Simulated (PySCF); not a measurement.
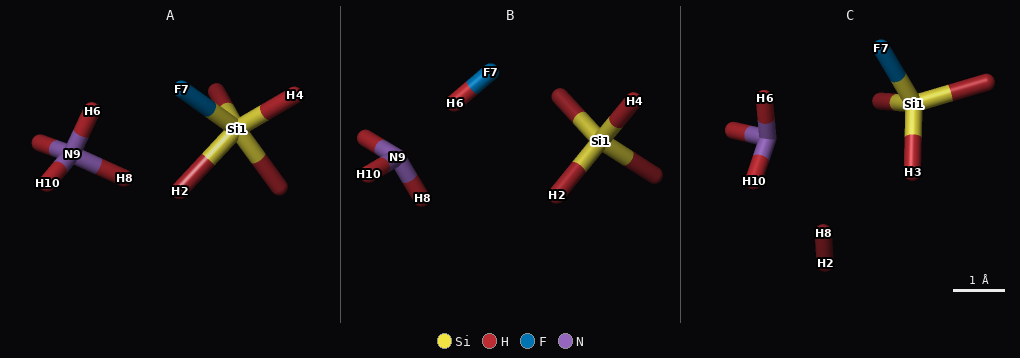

Three geometries of SiNH₈F: a saddle point and the two minima that it joins, in shuffled order. The picture is a stick view, seen at a tilt. Sticks join atoms that are closer than about 1.2 times the sum of their covalent radii (a little more with hydrogen).

Stationary points at PBE0-D4/def2-TZVP, single-point energies with CCSD(T)/CBS (def2-TZVPP where no basis is named; PySCF 2.14.0). The energies are electronic, without zero-point or thermal terms, and both ends are the minima reached downhill from the saddle, with any fragments still in contact. CCSD(T)/CBS stands for a frozen-core estimate: MP2 correlation extrapolated from def2-TZVPP and def2-QZVPP, CCSD(T) minus MP2 from the smaller set.

Q: Identify the saddle point and describe the reaction.

A: Frame A is the saddle point. Counted by bonded pieces, B holds HF + NH₃ + SiH₄ and C holds H₂ + NH₃ + SiH₃F. From B over the saddle to C, bonds form: F–Si (3.01 → 1.74 → 1.61 Å), H–H (2.65 → 1.14 → 0.75 Å), H–N (1.62 → 1.03 → 1.01 Å). Bonds break: H–Si (1.49 → 1.66 → 3.98 Å), F–H (0.97 → 1.81 → 2.50 Å), H–N (1.01 → 1.18 → 2.76 Å). The saddle has one imaginary mode, 529i cm⁻¹. With CCSD(T)/CBS the barrier is 28.8 kcal/mol from B and 43.5 kcal/mol from C, and C lies 14.7 kcal/mol below B.
